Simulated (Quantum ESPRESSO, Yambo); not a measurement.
# Beyond one shot: Diamond (Fd-3m, 2 atoms a cell), part 2 of 2

Wanted: G0W0 and self-consistent gaps of Diamond (Fd-3m, 2 atoms a cell), with the cost of the cycles.

Quantum ESPRESSO 7.5 and Yambo 5.3.0; PBE and many-body steps on it, plane waves. Known limits of the many-body steps: not at the basis limit; coarse k mesh.

So far. Step 4 (G0W0): The gap on the mesh goes from 4.21 eV to 5.49 eV, a correction of +1.28 eV. Step 5 (evGW0, cycle 1): Against G0W0 in Yambo (6×6×6 mesh, 51 bands, screening to 210.9 eV, Godby-Needs plasmon pole), the gap moves by +0.132 eV.

### 6. evGW0, cycle 2

Level of this step: evGW0 on PBE, plane waves, norm-conserving pseudopotentials (Yambo).

The corrected levels of the last cycle go back in.

Input file gw3.in:

```
HF_and_locXC
gw0
dyson
ppa
em1d
rim_cut
RandQpts= 1000000
RandGvec= 1 RL
EXXRLvcs= 74 Ry
VXCRLvcs= 296 Ry
Chimod= "HARTREE"
% BndsRnXp
 1 | 51 |
%
NGsBlkXp= 15.5 Ry
% LongDrXp
 1 | 1 | 1 |
%
% GbndRnge
 1 | 51 |
%
DysSolver= "n"
ExtendOut
PPAPntXp= 27.21138 eV
% QPkrange
 1 | 16 | 2 | 8 |
%
GfnQPdb= "E < ./gw2_fix/ndb.QP"
```

The run is started by

```
OMP_NUM_THREADS=1 mpirun -n 8 yambo -F gw3.in -J gw3,gw1_W -C gw3 > gw3.log
```

Output:

```text
 Yambo, version 5.3.0

 [02] CORE Variables Setup
 =========================

  [... cell, symmetries and grids as in the set-up ...]

  [02.05] Energies & Occupations
  ==============================

  [X] === General ===
  [X] Electronic Temperature                        :  0.000000  0.000000 [eV K]
  [X] Bosonic    Temperature                        :  0.000000  0.000000 [eV K]
  [X] Finite Temperature mode                       : no
  [X] El. density                                   :  0.70524E+24 [cm-3]
[...]
Sx RL components                                 :   893

   QP @ state[ 1 ] K range                          :   1  16
   QP @ state[ 1 ] b range                          :   2   8
   GF energies kind                                 : Perdew, Burke & Ernzerhof(X)+Perdew, Burke & Ernzerhof(C)+ E < ./gw1/ndb.QP + @E Fit+ E < ./gw2_fix/
   GF WF`s kind                                     : Perdew, Burke & Ernzerhof(X)+Perdew, Burke & Ernzerhof(C)
   Xs energies kind                                 : Perdew, Burke & Ernzerhof(X)+Perdew, Burke & Ernzerhof(C)
   Xs WF`s kind                                     : Perdew, Burke & Ernzerhof(X)+Perdew, Burke & Ernzerhof(C)

 [13] Game Over & Game summary
```

Elapsed: 68 s, on 8 MPI ranks of Arm Neoverse V1, shared host; peak memory 2.3 GiB.

This step gave:

- quasiparticle gap on the mesh: 5.637 eV
- gap of the density functional on the mesh: 4.207 eV
- k of the valence top: 0, 0, 0
- k of the conduction bottom: 0, 0.3333, 0.3333
- least direct quasiparticle gap on the computed points: 7.570 eV

Against the cycle before, the gap moves by +0.016 eV.

The program's own table gives 5.847 eV, which is too large where the input levels are shifted: this version takes Σc at the unshifted level E₀, yet steps from the shifted one. The value above is the Newton step from E₀, E₀ + Z(Σc + Σx − Vxc), rebuilt from the printed columns.

### 7. evGW0, cycle 3

gw4.in, as its differences from gw3.in of step 6:

```diff
@@ -27,2 +27,2 @@
 %
-GfnQPdb= "E < ./gw2_fix/ndb.QP"
+GfnQPdb= "E < ./gw3_fix/ndb.QP"
```

The run is started by

```
OMP_NUM_THREADS=1 mpirun -n 8 yambo -F gw4.in -J gw4,gw1_W -C gw4 > gw4.log
```

Output:

```text
 Yambo, version 5.3.0

 [02] CORE Variables Setup
 =========================

  [... cell, symmetries and grids as in the set-up ...]

  [02.05] Energies & Occupations
  ==============================

  [X] === General ===
  [X] Electronic Temperature                        :  0.000000  0.000000 [eV K]
  [X] Bosonic    Temperature                        :  0.000000  0.000000 [eV K]
  [X] Finite Temperature mode                       : no
  [X] El. density                                   :  0.70524E+24 [cm-3]
[...]
Sx RL components                                 :   893

   QP @ state[ 1 ] K range                          :   1  16
   QP @ state[ 1 ] b range                          :   2   8
   GF energies kind                                 : Perdew, Burke & Ernzerhof(X)+Perdew, Burke & Ernzerhof(C)+ E < ./gw1/ndb.QP + @E Fit+ E < ./gw2_fix/
   GF WF`s kind                                     : Perdew, Burke & Ernzerhof(X)+Perdew, Burke & Ernzerhof(C)
   Xs energies kind                                 : Perdew, Burke & Ernzerhof(X)+Perdew, Burke & Ernzerhof(C)
   Xs WF`s kind                                     : Perdew, Burke & Ernzerhof(X)+Perdew, Burke & Ernzerhof(C)

 [13] Game Over & Game summary
```

Run time: 66 s. Hardware: 8 MPI ranks; peak memory 2.3 GiB; 8.8 min of CPU time.

This step gave:

- quasiparticle gap on the mesh: 5.639 eV
- gap of the density functional on the mesh: 4.207 eV
- k of the valence top: 0, 0, 0
- k of the conduction bottom: 0, 0.3333, 0.3333
- least direct quasiparticle gap on the computed points: 7.573 eV

Against the cycle before, the gap moves by +0.002 eV.

The program's own table gives 5.851 eV, which is too large where the input levels are shifted: this version takes Σc at the unshifted level E₀, yet steps from the shifted one. The value above is the Newton step from E₀, E₀ + Z(Σc + Σx − Vxc), rebuilt from the printed columns.

### 8. evGW, cycle 1

This step: evGW on PBE, plane waves, norm-conserving pseudopotentials.

gw5.in, as its differences from gw4.in of step 7:

```diff
@@ -27,2 +27,3 @@
 %
-GfnQPdb= "E < ./gw3_fix/ndb.QP"
+GfnQPdb= "E < ./gw1/ndb.QP"
+XfnQPdb= "E < ./gw1/ndb.QP"
```

The run is started by

```
OMP_NUM_THREADS=1 mpirun -n 8 yambo -F gw5.in -J gw5 -C gw5 > gw5.log
```

Output:

```text
 Yambo, version 5.3.0

 [02] CORE Variables Setup
 =========================

  [... cell, symmetries and grids as in the set-up ...]

  [02.05] Energies & Occupations
  ==============================

  [X] === General ===
  [X] Electronic Temperature                        :  0.000000  0.000000 [eV K]
  [X] Bosonic    Temperature                        :  0.000000  0.000000 [eV K]
  [X] Finite Temperature mode                       : no
  [X] El. density                                   :  0.70524E+24 [cm-3]
[...]
Sx RL components                                 :   893

   QP @ state[ 1 ] K range                          :   1  16
   QP @ state[ 1 ] b range                          :   2   8
   GF energies kind                                 : Perdew, Burke & Ernzerhof(X)+Perdew, Burke & Ernzerhof(C)+ E < ./gw1/ndb.QP + @E Fit
   GF WF`s kind                                     : Perdew, Burke & Ernzerhof(X)+Perdew, Burke & Ernzerhof(C)
   Xs energies kind                                 : Perdew, Burke & Ernzerhof(X)+Perdew, Burke & Ernzerhof(C)
   Xs WF`s kind                                     : Perdew, Burke & Ernzerhof(X)+Perdew, Burke & Ernzerhof(C)

 [15] Game Over & Game summary
```

Run time: 72 s. Hardware: 8 MPI ranks; peak memory 2.5 GiB; 9.5 min of CPU time.

Numbers from this step:

* quasiparticle gap on the mesh: 5.804 eV
* gap of the density functional on the mesh: 4.207 eV
* k of the valence top: 0, 0, 0
* k of the conduction bottom: 0, 0.3333, 0.3333
* least direct quasiparticle gap on the computed points: 7.740 eV

Against G0W0 in Yambo (6×6×6 mesh, 51 bands, screening to 210.9 eV, Godby-Needs plasmon pole), the gap moves by +0.315 eV.

The program's own table gives 5.983 eV, which is too large where the input levels are shifted: this version takes Σc at the unshifted level E₀, yet steps from the shifted one. The value above is the Newton step from E₀, E₀ + Z(Σc + Σx − Vxc), rebuilt from the printed columns.

### 9. evGW, cycle 2

gw6.in, as its differences from gw5.in of step 8:

```diff
@@ -27,3 +27,3 @@
 %
-GfnQPdb= "E < ./gw1/ndb.QP"
-XfnQPdb= "E < ./gw1/ndb.QP"
+GfnQPdb= "E < ./gw5_fix/ndb.QP"
+XfnQPdb= "E < ./gw5_fix/ndb.QP"
```

The run is started by

```
OMP_NUM_THREADS=1 mpirun -n 8 yambo -F gw6.in -J gw6 -C gw6 > gw6.log
```

Output:

```text
 Yambo, version 5.3.0

 [02] CORE Variables Setup
 =========================

  [... cell, symmetries and grids as in the set-up ...]

  [02.05] Energies & Occupations
  ==============================

  [X] === General ===
  [X] Electronic Temperature                        :  0.000000  0.000000 [eV K]
  [X] Bosonic    Temperature                        :  0.000000  0.000000 [eV K]
  [X] Finite Temperature mode                       : no
  [X] El. density                                   :  0.70524E+24 [cm-3]
[...]
Sx RL components                                 :   893

   QP @ state[ 1 ] K range                          :   1  16
   QP @ state[ 1 ] b range                          :   2   8
   GF energies kind                                 : Perdew, Burke & Ernzerhof(X)+Perdew, Burke & Ernzerhof(C)+ E < ./gw1/ndb.QP + @E Fit+ E < ./gw5_fix/
   GF WF`s kind                                     : Perdew, Burke & Ernzerhof(X)+Perdew, Burke & Ernzerhof(C)
   Xs energies kind                                 : Perdew, Burke & Ernzerhof(X)+Perdew, Burke & Ernzerhof(C)
   Xs WF`s kind                                     : Perdew, Burke & Ernzerhof(X)+Perdew, Burke & Ernzerhof(C)

 [15] Game Over & Game summary
```

It took 74 s on 8 MPI ranks; peak memory 2.5 GiB.

Numbers from this step:

* quasiparticle gap on the mesh: 5.886 eV
* gap of the density functional on the mesh: 4.207 eV
* k of the valence top: 0, 0, 0
* k of the conduction bottom: 0, 0.3333, 0.3333
* least direct quasiparticle gap on the computed points: 7.834 eV

Against the cycle before, the gap moves by +0.082 eV.

The program's own table gives 6.100 eV, which is too large where the input levels are shifted: this version takes Σc at the unshifted level E₀, yet steps from the shifted one. The value above is the Newton step from E₀, E₀ + Z(Σc + Σx − Vxc), rebuilt from the printed columns.

### 10. evGW, cycle 3

gw7.in, as its differences from gw6.in of step 9:

```diff
@@ -27,3 +27,3 @@
 %
-GfnQPdb= "E < ./gw5_fix/ndb.QP"
-XfnQPdb= "E < ./gw5_fix/ndb.QP"
+GfnQPdb= "E < ./gw6_fix/ndb.QP"
+XfnQPdb= "E < ./gw6_fix/ndb.QP"
```

The run is started by

```
OMP_NUM_THREADS=1 mpirun -n 8 yambo -F gw7.in -J gw7 -C gw7 > gw7.log
```

Output:

```text
 Yambo, version 5.3.0

 [02] CORE Variables Setup
 =========================

  [... cell, symmetries and grids as in the set-up ...]

  [02.05] Energies & Occupations
  ==============================

  [X] === General ===
  [X] Electronic Temperature                        :  0.000000  0.000000 [eV K]
  [X] Bosonic    Temperature                        :  0.000000  0.000000 [eV K]
  [X] Finite Temperature mode                       : no
  [X] El. density                                   :  0.70524E+24 [cm-3]
[...]
Sx RL components                                 :   893

   QP @ state[ 1 ] K range                          :   1  16
   QP @ state[ 1 ] b range                          :   2   8
   GF energies kind                                 : Perdew, Burke & Ernzerhof(X)+Perdew, Burke & Ernzerhof(C)+ E < ./gw1/ndb.QP + @E Fit+ E < ./gw5_fix/
   GF WF`s kind                                     : Perdew, Burke & Ernzerhof(X)+Perdew, Burke & Ernzerhof(C)
   Xs energies kind                                 : Perdew, Burke & Ernzerhof(X)+Perdew, Burke & Ernzerhof(C)
   Xs WF`s kind                                     : Perdew, Burke & Ernzerhof(X)+Perdew, Burke & Ernzerhof(C)

 [15] Game Over & Game summary
```

Elapsed: 73 s, on 8 MPI ranks; peak memory 2.5 GiB.

This step gave:

```yaml
quasiparticle_gap_on_the_mesh: 5.908 eV
gap_of_the_density_functional_on_the_mesh: 4.207 eV
k_of_the_valence_top: 0, 0, 0
k_of_the_conduction_bottom: 0, 0.3333, 0.3333
least_direct_quasiparticle_gap_on_the_computed_points: 7.859 eV
```

Against the cycle before, the gap moves by +0.022 eV.

The program's own table gives 6.131 eV, which is too large where the input levels are shifted: this version takes Σc at the unshifted level E₀, yet steps from the shifted one. The value above is the Newton step from E₀, E₀ + Z(Σc + Σx − Vxc), rebuilt from the printed columns.

### 11. evGW, cycle 4

gw8.in, as its differences from gw7.in of step 10:

```diff
@@ -27,3 +27,3 @@
 %
-GfnQPdb= "E < ./gw6_fix/ndb.QP"
-XfnQPdb= "E < ./gw6_fix/ndb.QP"
+GfnQPdb= "E < ./gw7_fix/ndb.QP"
+XfnQPdb= "E < ./gw7_fix/ndb.QP"
```

The run is started by

```
OMP_NUM_THREADS=1 mpirun -n 8 yambo -F gw8.in -J gw8 -C gw8 > gw8.log
```

Output:

```text
 Yambo, version 5.3.0

 [02] CORE Variables Setup
 =========================

  [... cell, symmetries and grids as in the set-up ...]

  [02.05] Energies & Occupations
  ==============================

  [X] === General ===
  [X] Electronic Temperature                        :  0.000000  0.000000 [eV K]
  [X] Bosonic    Temperature                        :  0.000000  0.000000 [eV K]
  [X] Finite Temperature mode                       : no
  [X] El. density                                   :  0.70524E+24 [cm-3]
[...]
Sx RL components                                 :   893

   QP @ state[ 1 ] K range                          :   1  16
   QP @ state[ 1 ] b range                          :   2   8
   GF energies kind                                 : Perdew, Burke & Ernzerhof(X)+Perdew, Burke & Ernzerhof(C)+ E < ./gw1/ndb.QP + @E Fit+ E < ./gw5_fix/
   GF WF`s kind                                     : Perdew, Burke & Ernzerhof(X)+Perdew, Burke & Ernzerhof(C)
   Xs energies kind                                 : Perdew, Burke & Ernzerhof(X)+Perdew, Burke & Ernzerhof(C)
   Xs WF`s kind                                     : Perdew, Burke & Ernzerhof(X)+Perdew, Burke & Ernzerhof(C)

 [15] Game Over & Game summary
```

The job ended after 74 s (8 MPI ranks; peak memory 2.5 GiB; 9.7 min of CPU time).

This step gave:

| Item | Value |
| --- | --- |
| quasiparticle gap on the mesh | 5.914 eV |
| gap of the density functional on the mesh | 4.207 eV |
| k of the valence top | 0, 0, 0 |
| k of the conduction bottom | 0, 0.3333, 0.3333 |
| least direct quasiparticle gap on the computed points | 7.866 eV |

Against the cycle before, the gap moves by +0.006 eV.

The program's own table gives 6.139 eV, which is too large where the input levels are shifted: this version takes Σc at the unshifted level E₀, yet steps from the shifted one. The value above is the Newton step from E₀, E₀ + Z(Σc + Σx − Vxc), rebuilt from the printed columns.

### 12. Side by side

Times are wall times on 8 MPI ranks of Arm Neoverse V1, shared host, good to a factor of about two.

```
           run   mesh  bands  screening cutoff (eV)  DFT gap (eV)  gap on the mesh (eV)  direct (eV)  time
          G0W0  6×6×6     51                  210.9         4.207                 5.489        7.370  72 s
evGW0, cycle 1  6×6×6     51                  210.9         4.207                 5.621        7.548  67 s
evGW0, cycle 2  6×6×6     51                  210.9         4.207                 5.637        7.570  68 s
evGW0, cycle 3  6×6×6     51                  210.9         4.207                 5.639        7.573  66 s
 evGW, cycle 1  6×6×6     51                  210.9         4.207                 5.804        7.740  72 s
 evGW, cycle 2  6×6×6     51                  210.9         4.207                 5.886        7.834  74 s
 evGW, cycle 3  6×6×6     51                  210.9         4.207                 5.908        7.859  73 s
 evGW, cycle 4  6×6×6     51                  210.9         4.207                 5.914        7.866  74 s
```

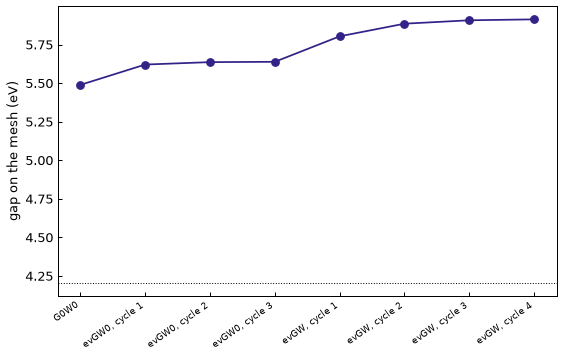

The gap through the cycles; the dotted line is the starting gap.

### 13. Results

```json
{"G0W0": "5.489 eV", "evGW0, cycle 1": "5.621 eV", "evGW0, cycle 2": "5.637 eV", "evGW0, cycle 3": "5.639 eV", "evGW, cycle 1": "5.804 eV", "evGW, cycle 2": "5.886 eV", "evGW, cycle 3": "5.908 eV", "evGW, cycle 4": "5.914 eV", "known limits": "not at the basis limit; coarse k mesh"}
```

In words: evGW0 ends at 5.64 eV, +0.15 eV from G0W0, after 3 cycles that took 3.3 min beside the first screening; the last moved the gap by 0.002 eV. evGW ends at 5.91 eV, +0.42 eV from G0W0, after 4 cycles that took 4.9 min beside the first screening; the last moved the gap by 0.006 eV. Against experiment, by evGW, cycle 4: the gap of 5.91 eV lies +0.41 eV from the measured 5.5 eV (kind not stated, quoted 2019); the gap of 5.91 eV lies +0.44 eV from the measured 5.47 eV (kind not stated, quoted 2024). These are gaps on the mesh, at modest bands and cutoff. The calculation has static nuclei and no excitons; a measured gap holds zero-point and thermal motion, which mostly lowers it. Bands and cutoff are finite, so the gap is not at the basis limit. The miss can reach some tenths of an eV and take either sign; the mesh is an error of its own. The 6×6×6 mesh is coarse for this cell, which bears on the long-range parts of exchange and screening.

[Paths, hosts, dates, memory and timing lines, banners, echoed tables and standing remarks are left out of the program output.]

[Logs are printed without paths, hosts, clocks, repeated set-up lines and the standing remarks that a program may print on its own settings, such as how far it seeks lower states.]

[Runs of the session that timed out or met a known fault of the program may be left out.]

[Hosts, paths, dates, database ids (printed as entryN), source tags and the programs' standing remarks are cut or masked in the printed files.]
